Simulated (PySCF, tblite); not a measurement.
# C2H3FO2, a complex of two parts: NMR shifts, interaction energy, infrared bands, spin-spin couplings and core binding energies, part 2 of 3

tblite 0.8.0 and PySCF 2.14.0. Atoms count from 0, parts from 1. Earlier steps stand in the parts before.

## Step 5: Interaction energy: wB97M-D3(BJ)/def2-TZVPD

The job: settings as JSON, then the geometry in Å.

```
{"job": {"kind": "inter", "xc": "wB97M-D3(BJ)", "basis": "def2-TZVPD", "pairs": false}, "charge": 0, "multiplicity": 1, "parts": [{"atoms": "0-2", "charge": 0, "multiplicity": 1}, {"atoms": "3-7", "charge": 0, "multiplicity": 1}]}
O     -1.202502     0.395946     0.271247
C     -0.094914     0.058371     0.240456
O      1.017675    -0.272940     0.234023
C      1.024101    -1.275704    -2.973210
F     -0.166384    -0.781310    -2.476043
H      0.837703    -2.264880    -3.413534
H      1.744360    -1.354994    -2.147496
H      1.399962    -0.584257    -3.739924
```

Level: wB97M-D3(BJ)/def2-TZVPD interaction energy, counterpoise and uncorrected, gas phase.

What it wrote:

```text
part 1, own basis, geometry of the cluster
coarse grid: 15544 points
cycle   1  E = -188.5651256360  dE =  6.324e-01  |g| = 8.900e-01  |ddm| = 1.626e+00
cycle   2  E = -188.5092313390  dE =  5.589e-02  |g| = 1.143e+00  |ddm| = 1.002e+00
cycle   3  E = -188.7157077173  dE = -2.065e-01  |g| = 3.928e-02  |ddm| = 4.977e-01
cycle   4  E = -188.7159898508  dE = -2.821e-04  |g| = 1.247e-02  |ddm| = 4.080e-02
cycle   5  E = -188.7160239999  dE = -3.415e-05  |g| = 4.029e-03  |ddm| = 8.323e-03
cycle   6  E = -188.7160263144  dE = -2.315e-06  |g| = 2.984e-03  |ddm| = 3.427e-03
final grid: 33624 points
cycle   7  E = -188.7160067479  dE =  1.930e-06  |g| = 4.629e-03  |ddm| = 3.349e-03
cycle   8  E = -188.7160014621  dE =  5.286e-06  |g| = 7.309e-03  |ddm| = 5.051e-03
cycle   9  E = -188.7160103174  dE = -8.855e-06  |g| = 5.730e-05  |ddm| = 3.092e-03
cycle  10  E = -188.7160103184  dE = -9.975e-10  |g| = 4.278e-05  |ddm| = 8.984e-05
cycle  11  E = -188.7160103187  dE = -3.762e-10  |g| = 9.566e-06  |ddm| = 2.291e-05
converged SCF energy = -188.7160103187

part 2, own basis, geometry of the cluster
coarse grid: 17896 points
cycle   1  E = -139.7833822112  dE =  8.013e-03  |g| = 4.734e-01  |ddm| = 1.315e+00
cycle   2  E = -139.7799957064  dE =  3.387e-03  |g| = 5.555e-01  |ddm| = 4.698e-01
cycle   3  E = -139.8224300595  dE = -4.243e-02  |g| = 2.621e-02  |ddm| = 1.996e-01
cycle   4  E = -139.8225353343  dE = -1.053e-04  |g| = 8.631e-03  |ddm| = 1.983e-02
cycle   5  E = -139.8225508650  dE = -1.553e-05  |g| = 2.579e-03  |ddm| = 7.929e-03
cycle   6  E = -139.8225524441  dE = -1.579e-06  |g| = 3.092e-04  |ddm| = 2.328e-03
final grid: 38928 points
cycle   7  E = -139.8225504737  dE = -4.697e-08  |g| = 2.662e-04  |ddm| = 1.510e-03
cycle   8  E = -139.8225504761  dE = -2.448e-09  |g| = 2.755e-04  |ddm| = 3.173e-04
cycle   9  E = -139.8225504873  dE = -1.122e-08  |g| = 2.475e-05  |ddm| = 1.090e-04
cycle  10  E = -139.8225504875  dE = -1.624e-10  |g| = 1.018e-05  |ddm| = 3.358e-05
converged SCF energy = -139.8225504875

part 1, own basis, relaxed alone
coarse grid: 15544 points
cycle   1  E = -188.5651214245  dE =  6.317e-01  |g| = 8.901e-01  |ddm| = 1.626e+00
cycle   2  E = -188.5091252028  dE =  5.600e-02  |g| = 1.144e+00  |ddm| = 1.002e+00
cycle   3  E = -188.7157487731  dE = -2.066e-01  |g| = 3.926e-02  |ddm| = 4.979e-01
cycle   4  E = -188.7160314589  dE = -2.827e-04  |g| = 1.227e-02  |ddm| = 4.081e-02
cycle   5  E = -188.7160663316  dE = -3.487e-05  |g| = 2.647e-03  |ddm| = 8.069e-03
cycle   6  E = -188.7160686076  dE = -2.276e-06  |g| = 4.308e-04  |ddm| = 2.752e-03
final grid: 33624 points
cycle   7  E = -188.7160594942  dE = -9.843e-08  |g| = 1.954e-04  |ddm| = 8.231e-04
cycle   8  E = -188.7160595037  dE = -9.445e-09  |g| = 1.517e-04  |ddm| = 1.935e-04
cycle   9  E = -188.7160595070  dE = -3.349e-09  |g| = 4.111e-05  |ddm| = 8.336e-05
cycle  10  E = -188.7160595075  dE = -5.048e-10  |g| = 2.075e-05  |ddm| = 3.598e-05
converged SCF energy = -188.7160595075

part 2, own basis, relaxed alone
coarse grid: 17896 points
cycle   1  E = -139.7838574917  dE =  1.337e-02  |g| = 4.709e-01  |ddm| = 1.316e+00
cycle   2  E = -139.7809389885  dE =  2.919e-03  |g| = 5.495e-01  |ddm| = 4.664e-01
cycle   3  E = -139.8223774988  dE = -4.144e-02  |g| = 2.624e-02  |ddm| = 1.974e-01
cycle   4  E = -139.8224821687  dE = -1.047e-04  |g| = 8.585e-03  |ddm| = 1.978e-02
cycle   5  E = -139.8224975142  dE = -1.535e-05  |g| = 2.583e-03  |ddm| = 7.887e-03
cycle   6  E = -139.8224990907  dE = -1.577e-06  |g| = 3.040e-04  |ddm| = 2.313e-03
final grid: 38928 points
cycle   7  E = -139.8224866900  dE = -4.215e-08  |g| = 2.712e-04  |ddm| = 1.450e-03
cycle   8  E = -139.8224866922  dE = -2.249e-09  |g| = 2.823e-04  |ddm| = 3.283e-04
cycle   9  E = -139.8224867039  dE = -1.166e-08  |g| = 2.400e-05  |ddm| = 1.109e-04
cycle  10  E = -139.8224867040  dE = -1.575e-10  |g| = 1.002e-05  |ddm| = 3.532e-05
converged SCF energy = -139.8224867040

cluster
final grid: 72552 points
cycle   1  E = -328.5405465145  dE = -8.455e-04  |g| = 1.437e-02  |ddm| = 4.234e-01
cycle   2  E = -328.5405812056  dE = -3.469e-05  |g| = 1.535e-02  |ddm| = 5.543e-02
cycle   3  E = -328.5406206039  dE = -3.940e-05  |g| = 3.718e-03  |ddm| = 8.963e-03
cycle   4  E = -328.5406241734  dE = -3.569e-06  |g| = 1.444e-03  |ddm| = 5.630e-03
cycle   5  E = -328.5406246263  dE = -4.529e-07  |g| = 5.741e-04  |ddm| = 1.517e-03
cycle   6  E = -328.5406246885  dE = -6.219e-08  |g| = 7.560e-05  |ddm| = 4.440e-04
cycle   7  E = -328.5406246912  dE = -2.721e-09  |g| = 2.391e-05  |ddm| = 3.198e-04
cycle   8  E = -328.5406246915  dE = -2.611e-10  |g| = 6.963e-06  |ddm| = 7.660e-05
converged SCF energy = -328.5406246915

part 1 in the basis of the cluster
final grid: 72552 points
cycle   1  E = -188.7160357641  dE = -2.505e-05  |g| = 8.431e-04  |ddm| = 1.269e-01
cycle   2  E = -188.7160360986  dE = -3.345e-07  |g| = 1.212e-04  |ddm| = 1.412e-02
cycle   3  E = -188.7160361068  dE = -8.178e-09  |g| = 3.147e-05  |ddm| = 2.198e-03
cycle   4  E = -188.7160361069  dE = -1.294e-10  |g| = 1.660e-05  |ddm| = 7.903e-05
converged SCF energy = -188.7160361069

part 2 in the basis of the cluster
final grid: 72552 points
cycle   1  E = -139.8226055706  dE = -5.589e-05  |g| = 1.385e-03  |ddm| = 4.060e-01
cycle   2  E = -139.8226067273  dE = -1.157e-06  |g| = 2.287e-04  |ddm| = 5.403e-02
cycle   3  E = -139.8226067673  dE = -4.004e-08  |g| = 5.651e-05  |ddm| = 8.793e-03
cycle   4  E = -139.8226067678  dE = -5.242e-10  |g| = 3.046e-05  |ddm| = 1.495e-04
converged SCF energy = -139.8226067678

Interaction energy (kcal/mol)
  counterpoise       -2.174
  uncorrected        -2.226
  dispersion part    -0.931
  deformation        -0.009
  binding            -2.183

Decomposition of the uncorrected value (kcal/mol)
  electrostatic      -2.725
  Pauli               2.009
  orbital            -0.580
  dispersion         -0.931

Charge of each part in the cluster: -0.003 0.003
```

It took 50 s on 1 thread of Arm Neoverse V1, shared host; peak memory 0.66 GiB.

Contacts at this geometry (a selection, picked against the atoms' radii; other short pairs can be missing):

| atoms | distance (Å) | kind (by distance and angle) | angle (°) |
| --- | --- | --- | --- |
| C1···F4 | 2.84 | inside the van der Waals sum | – |

The decomposition goes in steps from the parts' own densities: electrostatics between them unchanged, then the rise on making their orbitals orthogonal (called Pauli here; it holds the exchange-correlation between the parts too, so it can be small or negative at long range), then orbital relaxation, then the dispersion term. Charges of the parts share the cluster's density out in proportion to the parts' own densities.

The SCF energies in the log hold no dispersion term; the tabulated energies do.

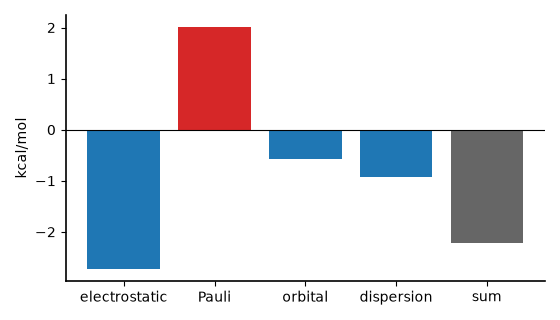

The terms of the uncorrected interaction energy.

The parts:

```
part  SMILES  deformation (kcal/mol)  HOMO alone (eV)  charge in the cluster (e)
   1   O=C=O                    0.03           -13.16                     -0.003
   2      CF                   -0.04           -12.42                      0.003
```

A deformation below zero shows that the part was relaxed at another level.

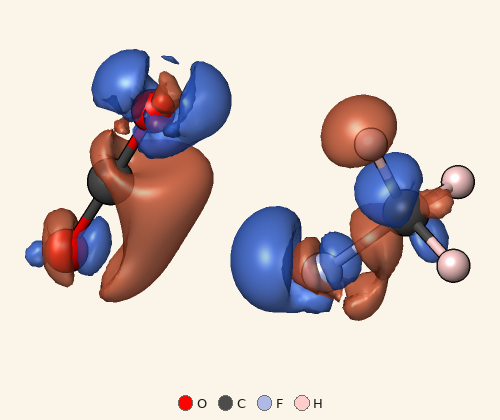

Density of the cluster less that of its parts, at ±0.003 e/Å³ (gain blue, loss red).

## Step 6: Interaction energy: PBE0-D3(BJ)/def2-TZVPD

The job: settings as JSON, then the geometry in Å.

```
{"job": {"kind": "inter", "xc": "PBE0", "basis": "def2-TZVPD", "disp": "d3bj"}, "charge": 0, "multiplicity": 1, "parts": [{"atoms": "0-2", "charge": 0, "multiplicity": 1}, {"atoms": "3-7", "charge": 0, "multiplicity": 1}]}
O     -1.202502     0.395946     0.271247
C     -0.094914     0.058371     0.240456
O      1.017675    -0.272940     0.234023
C      1.024101    -1.275704    -2.973210
F     -0.166384    -0.781310    -2.476043
H      0.837703    -2.264880    -3.413534
H      1.744360    -1.354994    -2.147496
H      1.399962    -0.584257    -3.739924
```

With the program's defaults for keys left out, this is: PBE0-D3(BJ)/def2-TZVPD interaction energy, counterpoise and uncorrected, gas phase.

What it wrote:

```text
part 1, own basis, geometry of the cluster
coarse grid: 3264 points
cycle   1  E = -188.3416266645  dE =  6.368e-01  |g| = 8.421e-01  |ddm| = 1.642e+00
cycle   2  E = -188.1017065242  dE =  2.399e-01  |g| = 1.473e+00  |ddm| = 1.074e+00
cycle   3  E = -188.4666679240  dE = -3.650e-01  |g| = 2.725e-02  |ddm| = 6.465e-01
cycle   4  E = -188.4667595105  dE = -9.159e-05  |g| = 1.363e-02  |ddm| = 2.946e-02
cycle   5  E = -188.4667792366  dE = -1.973e-05  |g| = 9.397e-03  |ddm| = 1.022e-02
cycle   6  E = -188.4667942504  dE = -1.501e-05  |g| = 2.262e-03  |ddm| = 5.042e-03
cycle   7  E = -188.4667951411  dE = -8.907e-07  |g| = 1.542e-04  |ddm| = 1.140e-03
final grid: 33624 points
cycle   8  E = -188.4671819409  dE = -4.814e-06  |g| = 1.025e-02  |ddm| = 3.641e-02
cycle   9  E = -188.4671512577  dE =  3.068e-05  |g| = 1.701e-02  |ddm| = 1.057e-02
cycle  10  E = -188.4671984734  dE = -4.722e-05  |g| = 3.876e-04  |ddm| = 7.123e-03
cycle  11  E = -188.4671985018  dE = -2.844e-08  |g| = 7.981e-05  |ddm| = 2.835e-04
cycle  12  E = -188.4671985019  dE = -1.155e-10  |g| = 7.689e-05  |ddm| = 6.652e-05
cycle  13  E = -188.4671985030  dE = -1.068e-09  |g| = 3.530e-06  |ddm| = 3.544e-05
cycle  14  E = -188.4671985030  dE = -2.728e-12  |g| = 4.478e-07  |ddm| = 2.849e-06
converged SCF energy = -188.4671985030

part 2, own basis, geometry of the cluster
coarse grid: 4032 points
cycle   1  E = -139.6264781769  dE = -6.817e-03  |g| = 4.211e-01  |ddm| = 1.390e+00
cycle   2  E = -139.5939307377  dE =  3.255e-02  |g| = 6.456e-01  |ddm| = 5.209e-01
cycle   3  E = -139.6544977084  dE = -6.057e-02  |g| = 3.069e-02  |ddm| = 2.924e-01
cycle   4  E = -139.6546355168  dE = -1.378e-04  |g| = 1.054e-02  |ddm| = 2.043e-02
cycle   5  E = -139.6546584110  dE = -2.289e-05  |g| = 3.540e-03  |ddm| = 7.450e-03
cycle   6  E = -139.6546610249  dE = -2.614e-06  |g| = 1.936e-04  |ddm| = 2.394e-03
final grid: 38928 points
cycle   7  E = -139.6553652228  dE = -2.606e-05  |g| = 4.962e-03  |ddm| = 5.038e-02
cycle   8  E = -139.6553638146  dE =  1.408e-06  |g| = 5.783e-03  |ddm| = 6.054e-03
cycle   9  E = -139.6553706092  dE = -6.795e-06  |g| = 8.035e-04  |ddm| = 2.844e-03
cycle  10  E = -139.6553706976  dE = -8.843e-08  |g| = 1.907e-04  |ddm| = 4.746e-04
cycle  11  E = -139.6553707030  dE = -5.331e-09  |g| = 1.667e-05  |ddm| = 9.102e-05
cycle  12  E = -139.6553707030  dE = -3.735e-11  |g| = 1.356e-06  |ddm| = 1.360e-05
converged SCF energy = -139.6553707030

part 1, own basis, relaxed alone
coarse grid: 3264 points
cycle   1  E = -188.3416532668  dE =  6.362e-01  |g| = 8.422e-01  |ddm| = 1.642e+00
cycle   2  E = -188.1014467801  dE =  2.402e-01  |g| = 1.474e+00  |ddm| = 1.074e+00
cycle   3  E = -188.4667588574  dE = -3.653e-01  |g| = 2.695e-02  |ddm| = 6.467e-01
cycle   4  E = -188.4668588436  dE = -9.999e-05  |g| = 1.108e-02  |ddm| = 2.904e-02
cycle   5  E = -188.4668825709  dE = -2.373e-05  |g| = 1.800e-03  |ddm| = 7.480e-03
cycle   6  E = -188.4668830399  dE = -4.690e-07  |g| = 2.180e-04  |ddm| = 1.167e-03
final grid: 33624 points
cycle   7  E = -188.4672290725  dE = -4.636e-06  |g| = 1.027e-02  |ddm| = 3.644e-02
cycle   8  E = -188.4671981837  dE =  3.089e-05  |g| = 1.706e-02  |ddm| = 1.063e-02
cycle   9  E = -188.4672456916  dE = -4.751e-05  |g| = 3.900e-04  |ddm| = 7.146e-03
cycle  10  E = -188.4672457191  dE = -2.746e-08  |g| = 1.169e-04  |ddm| = 2.873e-04
cycle  11  E = -188.4672457194  dE = -3.006e-10  |g| = 1.102e-04  |ddm| = 9.689e-05
cycle  12  E = -188.4672457216  dE = -2.204e-09  |g| = 2.709e-06  |ddm| = 5.016e-05
cycle  13  E = -188.4672457216  dE = -1.620e-12  |g| = 4.422e-07  |ddm| = 2.638e-06
converged SCF energy = -188.4672457216

part 2, own basis, relaxed alone
coarse grid: 4032 points
cycle   1  E = -139.6261743318  dE = -2.107e-03  |g| = 4.186e-01  |ddm| = 1.389e+00
cycle   2  E = -139.5947843179  dE =  3.139e-02  |g| = 6.378e-01  |ddm| = 5.155e-01
cycle   3  E = -139.6537886993  dE = -5.900e-02  |g| = 3.078e-02  |ddm| = 2.880e-01
cycle   4  E = -139.6539270413  dE = -1.383e-04  |g| = 1.034e-02  |ddm| = 2.029e-02
cycle   5  E = -139.6539489295  dE = -2.189e-05  |g| = 3.543e-03  |ddm| = 7.332e-03
cycle   6  E = -139.6539515546  dE = -2.625e-06  |g| = 1.923e-04  |ddm| = 2.395e-03
final grid: 38928 points
cycle   7  E = -139.6553613100  dE = -2.792e-05  |g| = 5.062e-03  |ddm| = 5.106e-02
cycle   8  E = -139.6553595111  dE =  1.799e-06  |g| = 6.095e-03  |ddm| = 5.985e-03
cycle   9  E = -139.6553667477  dE = -7.237e-06  |g| = 8.165e-04  |ddm| = 2.879e-03
cycle  10  E = -139.6553668415  dE = -9.374e-08  |g| = 1.935e-04  |ddm| = 4.975e-04
cycle  11  E = -139.6553668472  dE = -5.683e-09  |g| = 1.718e-05  |ddm| = 9.553e-05
cycle  12  E = -139.6553668472  dE = -3.979e-11  |g| = 1.458e-06  |ddm| = 1.452e-05
converged SCF energy = -139.6553668472

cluster
final grid: 72552 points
cycle   1  E = -328.1247662502  dE = -9.014e-04  |g| = 1.939e-02  |ddm| = 3.903e-01
cycle   2  E = -328.1245501337  dE =  2.161e-04  |g| = 4.034e-02  |ddm| = 3.457e-02
cycle   3  E = -328.1248424256  dE = -2.923e-04  |g| = 4.296e-03  |ddm| = 1.919e-02
cycle   4  E = -328.1248449332  dE = -2.508e-06  |g| = 2.190e-03  |ddm| = 3.060e-03
cycle   5  E = -328.1248457479  dE = -8.147e-07  |g| = 3.903e-04  |ddm| = 1.151e-03
cycle   6  E = -328.1248457743  dE = -2.633e-08  |g| = 8.688e-05  |ddm| = 3.329e-04
cycle   7  E = -328.1248457758  dE = -1.506e-09  |g| = 2.017e-05  |ddm| = 7.486e-05
cycle   8  E = -328.1248457759  dE = -8.419e-11  |g| = 5.304e-06  |ddm| = 1.450e-05
converged SCF energy = -328.1248457759

part 1 in the basis of the cluster
final grid: 72552 points
cycle   1  E = -188.4672259429  dE = -2.661e-05  |g| = 2.955e-04  |ddm| = 1.266e-01
cycle   2  E = -188.4672259831  dE = -4.022e-08  |g| = 4.311e-05  |ddm| = 4.815e-03
cycle   3  E = -188.4672259827  dE =  3.787e-10  |g| = 6.936e-05  |ddm| = 2.500e-04
cycle   4  E = -188.4672259835  dE = -7.807e-10  |g| = 7.638e-06  |ddm| = 3.159e-05
converged SCF energy = -188.4672259835

part 2 in the basis of the cluster
final grid: 72552 points
cycle   1  E = -139.6554149305  dE = -4.484e-05  |g| = 3.860e-04  |ddm| = 3.606e-01
cycle   2  E = -139.6554150082  dE = -7.774e-08  |g| = 3.514e-05  |ddm| = 1.384e-02
cycle   3  E = -139.6554150086  dE = -3.610e-10  |g| = 1.944e-05  |ddm| = 6.371e-04
converged SCF energy = -139.6554150086

Interaction energy (kcal/mol)
  counterpoise       -2.103
  uncorrected        -2.148
  dispersion part    -0.719
  deformation         0.027
  binding            -2.076

Decomposition of the uncorrected value (kcal/mol)
  electrostatic      -2.533
  Pauli               1.720
  orbital            -0.616
  dispersion         -0.719

Charge of each part in the cluster: -0.003 0.003
```

It took 21 s on 1 thread of Arm Neoverse V1, shared host; peak memory 0.6 GiB.

In short: -2.10 kcal/mol with counterpoise, basis-set superposition error 0.04.

## Step 7: Harmonic vibrations: PBE0-D3(BJ)/def2-SVPD

The job: settings as JSON, then the geometry in Å.

```
{"job": {"kind": "irdft", "xc": "PBE0", "basis": "def2-SVPD", "disp": "d3bj", "grid": 2}, "charge": 0, "multiplicity": 1, "parts": [{"atoms": "0-2", "charge": 0, "multiplicity": 1}, {"atoms": "3-7", "charge": 0, "multiplicity": 1}]}
O     -1.202502     0.395946     0.271247
C     -0.094914     0.058371     0.240456
O      1.017675    -0.272940     0.234023
C      1.024101    -1.275704    -2.973210
F     -0.166384    -0.781310    -2.476043
H      0.837703    -2.264880    -3.413534
H      1.744360    -1.354994    -2.147496
H      1.399962    -0.584257    -3.739924
```

With the program's defaults for keys left out, this is: PBE0-D3(BJ)/def2-SVPD harmonic vibrations by differences of gradients, gas phase.

What it wrote:

```text
coarse grid: 7296 points
cycle   1  E = -327.5643101982  dE =  5.991e-01  |g| = 8.694e-01  |ddm| = 3.250e+00
cycle   2  E = -327.3266649085  dE =  2.376e-01  |g| = 1.465e+00  |ddm| = 1.729e+00
cycle   3  E = -327.7027710991  dE = -3.761e-01  |g| = 5.243e-02  |ddm| = 1.131e+00
cycle   4  E = -327.7027458367  dE =  2.526e-05  |g| = 5.403e-02  |ddm| = 7.393e-02
cycle   5  E = -327.7032392301  dE = -4.934e-04  |g| = 1.391e-02  |ddm| = 4.437e-02
cycle   6  E = -327.7032711423  dE = -3.191e-05  |g| = 5.483e-03  |ddm| = 1.313e-02
cycle   7  E = -327.7032763115  dE = -5.169e-06  |g| = 7.343e-04  |ddm| = 3.774e-03
final grid: 72552 points
cycle   8  E = -327.7603453445  dE = -4.963e-06  |g| = 1.182e-02  |ddm| = 4.501e-02
cycle   9  E = -327.7603067825  dE =  3.856e-05  |g| = 1.899e-02  |ddm| = 2.274e-02
cycle  10  E = -327.7603705410  dE = -6.376e-05  |g| = 1.039e-03  |ddm| = 1.396e-02
cycle  11  E = -327.7603707871  dE = -2.460e-07  |g| = 1.676e-04  |ddm| = 1.051e-03
cycle  12  E = -327.7603707906  dE = -3.582e-09  |g| = 9.189e-05  |ddm| = 1.735e-04
cycle  13  E = -327.7603707918  dE = -1.205e-09  |g| = 3.614e-05  |ddm| = 7.766e-05
cycle  14  E = -327.7603707921  dE = -2.148e-10  |g| = 1.478e-05  |ddm| = 3.495e-05
converged SCF energy = -327.7603707921

mode    cm-1     km/mol
  1      47.3      0.33
  2      64.9      3.52
  3      68.9      2.11
  4      88.7      2.20
  5     121.2      6.85
  6     674.6     49.81
  7     686.3     30.71
  8    1081.7    111.92
  9    1189.7      0.88
 10    1191.2      0.39
 11    1411.9      0.20
 12    1451.8      0.49
 13    1461.0      6.70
 14    1464.7      6.12
 15    2501.8    682.93
 16    3057.4     32.41
 17    3164.9     18.77
 18    3168.9     13.91
```

Wall time 5.5 min (1 thread of Arm Neoverse V1, shared host); peak memory 0.65 GiB.

The strongest bands and the atoms that carry them:

```
cm⁻¹  km/mol                      atoms
 675    49.8  C1 72 %, O2 14 %, O0 14 %
 686    30.7  C1 73 %, O2 14 %, O0 13 %
1082   111.9           C3 52 %, F4 43 %
2502   682.9  C1 73 %, O0 14 %, O2 13 %
3057    32.4  H7 34 %, H5 33 %, H6 31 %
3165    18.8           H7 49 %, H5 41 %
```

Strongest bands of the parts alone (cm⁻¹, km/mol): part 1: 684 (33), 684 (33), 2501 (717); part 2: 1094 (114), 3050 (34), 3158 (22).

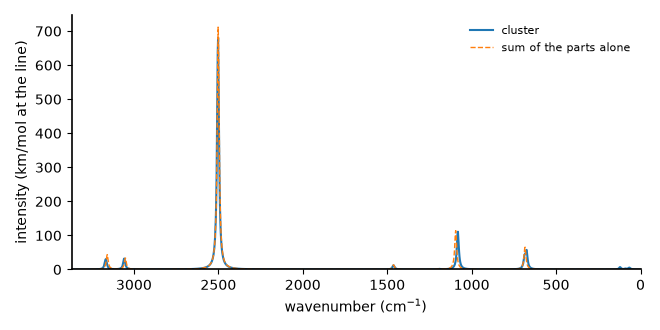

Infrared spectrum, unscaled, lines 14 cm⁻¹ wide, with the parts alone dashed.

On forming the cluster at 298.15 K and 1 atm (harmonic, kcal/mol): zero-point energy +0.57, all enthalpy terms beyond the electronic energy +0.94, −TΔS +6.36.

(Part 2 of 3 ends here.)
